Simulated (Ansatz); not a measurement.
System: SiH4···AsH3 (SMILES [SiH4].[AsH3]).

```
atom    x (Å)    y (Å)    z (Å)
  Si  -0.0300   0.0670  -1.7737
   H  -0.9264   1.1678  -1.3392
   H  -0.4108  -1.1858  -1.0721
   H   1.3752   0.4110  -1.4406
   H  -0.1591  -0.1297  -3.2400
  As  -0.1228  -0.6865   2.0866
   H   0.1814   0.2625   3.2370
   H   1.0967  -0.2146   1.3078
   H  -1.0182   0.3392   1.4071
```

Geometry: rigid move from PBE0-D4/def2-TZVP.

These are results of RKS PBE0-D4/def2-TZVPPD in Ansatz 0.2.0, not measurements.

### What can the converged electron density and electron localisation function tell about the bonding?

Si1···As6 (3.93 Å): the density falls to about 0.03 e/Å³ on the way; the ELF dips to about 0 between them; a non-bonded, intermolecular contact.
Si–H (1.49 Å): ρ at the midpoint is about 0.81 e/Å³; the ELF climbs to about 1 towards the hydrogen, as it does in any bond to H.
As–H (1.52 Å): ρ at the midpoint is about 1.1 e/Å³; the ELF climbs to about 1 towards the hydrogen.

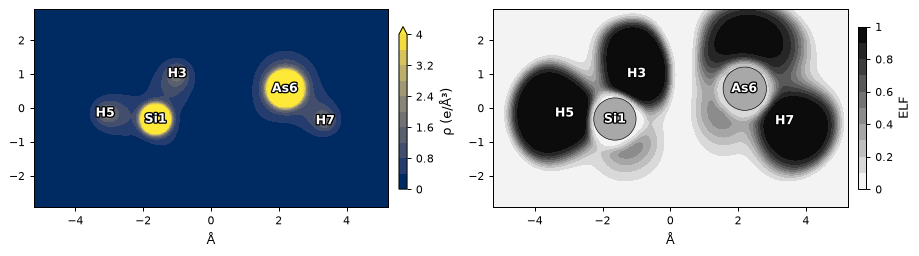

Computed electron density and electron localisation function on the plane of atoms H3, Si1 and H5, in this order. Grey discs cover the atomic cores in the ELF map. 
